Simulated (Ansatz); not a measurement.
One crystal and one scan (scan of one atom of the cell) at two levels, PBE (plane waves to 420 eV, PAW, scalar-relativistic; Ansatz, a program for electronic structure) and r2SCAN (plane waves to 500 eV, PAW, scalar-relativistic; Ansatz), each from its own relaxed cell and on its own mesh. The cell shown is that of PBE.

Relaxed ZnO (wurtzite):

```yaml
crystal:
  lattice:
    - [3.27960, 0.00000, 0.00000]
    - [-1.63980, 2.84021, 0.00000]
    - [0.00000, 0.00000, 5.29330]
  atoms:
    - { symbol: Zn, position: [0.66667, 0.33333, 0.00215] }
    - { symbol: Zn, position: [0.33333, 0.66667, 0.50215] }
    - { symbol: O, position: [0.66667, 0.33333, 0.62305] }
    - { symbol: O, position: [0.33333, 0.66667, 0.12305] }
```

In this cell atom 4 (O, nearest neighbour Zn at 1.999 Å; its periodic images, 3.3 Å or more away, move with it) is moved by s along Cartesian [111], unit vector (0.577, 0.577, 0.577); all other atoms and the cell stay fixed.

The energy includes the smearing's −TS. ZnO was relaxed with its symmetry unable to fall. Percentages come from the unrounded values. Both scans cover s from -0.200 to 0.200 Å.

```json
[
 {"quantity": "Lattice constant a (Å)", "PBE": "3.280", "r2SCAN": "3.235", "PBE − r2SCAN": "+0.045 (+1.4 %)"},
 {"quantity": "Lattice constant c (Å)", "PBE": "5.293", "r2SCAN": "5.211", "PBE − r2SCAN": "+0.082 (+1.6 %)"},
 {"quantity": "Relaxed volume (Å³/atom)", "PBE": "12.33", "r2SCAN": "11.81", "PBE − r2SCAN": "+0.52 (+4.4 %)"},
 {"quantity": "Energy at s = 0.200 Å (meV/cell)", "PBE": "136.6", "r2SCAN": "159.4", "PBE − r2SCAN": "-22.8 (-14 %)"},
 {"quantity": "Force along the line at s = -0.200 Å (eV/Å)", "PBE": "2.334", "r2SCAN": "2.744", "PBE − r2SCAN": "-0.410 (-15 %)"},
 {"quantity": "Force constant k = d²E/ds² at s = 0 (finite differences) (eV/Å²)", "PBE": "8.18", "r2SCAN": "9.60", "PBE − r2SCAN": "-1.42 (-15 %)"}
]
```

PBE gives the higher value for: lattice constant a; lattice constant c; relaxed volume. PBE gives the lower value for: energy at s = 0.200 Å; force along the line at s = -0.200 Å; force constant k = d²E/ds² at s = 0. Both give the same symmetry of the curve: not even: the negative side lies higher at ±0.200 Å.

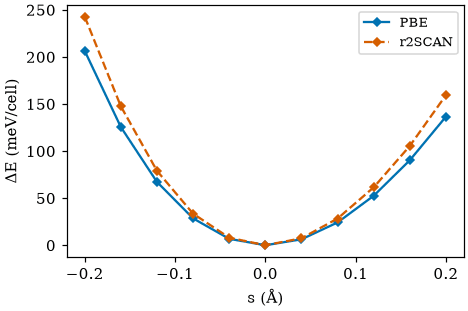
Figure: ΔE, each from the undisplaced structure of its own level.

(A displaced cell: forces are minus the slopes of the energy, force constants its curvatures, and phonons follow from these.)
